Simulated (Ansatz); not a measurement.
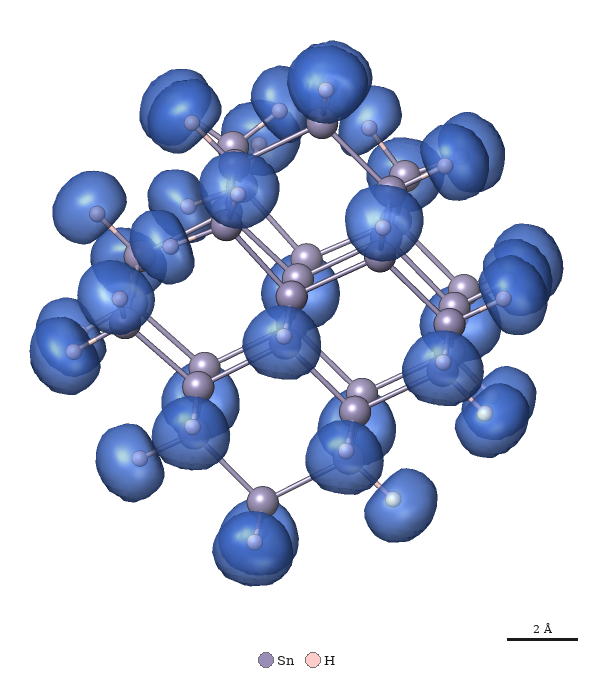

Figure. H36Sn31 (Sn31H36 off sphere). Isosurface of the ELF at 0.8 (blue), seen from one side. Only the valence region is drawn (cores and ρ < 0.01 e/Å³ removed).

Geometry: r2SCAN-D4/def2-SVP; core potentials replace the inner electrons of Sn.

All numbers below come from RKS PBE0-D4/def2-SVP in Ansatz 0.2.0.

H36Sn31 (Sn31H36 off sphere), 67 atoms.

Question: Where are the electrons localised?

Answer: The ELF exceeds this value in 36 regions around hydrogen nuclei. Profiles from the grid: Sn–Sn (2.80 Å): the ELF peaks at about 0.70 between the atoms. Sn–H (1.72 Å): the ELF climbs to about 1 towards the hydrogen.
